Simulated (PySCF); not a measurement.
Consider H₅HfO (charge +1).

Input

```
mol = gto.M(atom='''
Hf     0.13770    -0.10233     0.10233
H      1.17246     0.90016     1.19019
H     -0.90890    -1.14165     1.14165
H      1.17246    -1.19019    -0.90016
O     -1.15659     1.14617    -1.14617
H     -1.49566     2.03421    -0.92772
H     -1.49566     0.92772    -2.03421''',
    basis={'Hf': 'def2-SVP', 'H': 'def2-SVP', 'O': 'def2-SVP'},
    ecp={'Hf': 'def2-SVP'},
    charge=1, spin=0)
mf = dft.RKS(mol, xc='PBE0')
mf.grids.atom_grid = (75, 302)  # f atoms: at least (60, 302), unpruned
mf = mf.density_fit()  # Hf def2-universal-JKFIT, H def2-universal-JKFIT, O def2-universal-JKFIT
mf.conv_tol = 1e-09; mf.max_cycle = 55
mf.kernel(dm0)
```

Command:

```sh
OMP_NUM_THREADS=2 python run.py
```

Core potentials replace the inner electrons of Hf.

Theory: PySCF, RKS PBE0, Hf def2-SVP with ECP60, H def2-SVP, O def2-SVP; non-relativistic Hamiltonian with scalar-relativistic core potentials where named; density fitting.

What can the converged electron density and electron localisation function tell about the bonding?

Hf–O (2.19 Å): ρ is about 0.43 e/Å³ halfway; the ELF peaks at about 0.90 in the valence shell of O, 0.6 Å from its nucleus, and drops to about 0.10 between the two atoms.
O–H (0.98 Å): the density is about 3.7 e/Å³ at the midpoint; the ELF climbs to about 1 towards the hydrogen, as it does in any bond to H: a covalent bond by its length.

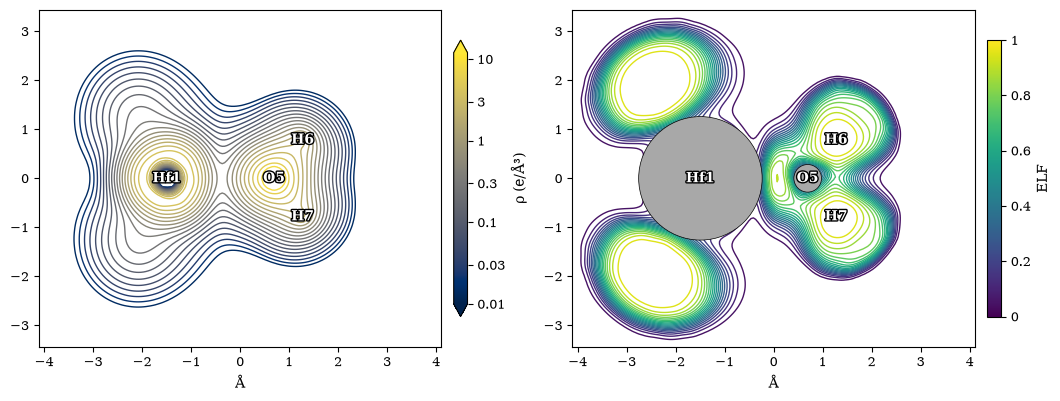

Computed electron density and electron localisation function on the plane of atoms Hf1, O5 and H7, in this order. Grey discs cover the atomic cores in the ELF map. 
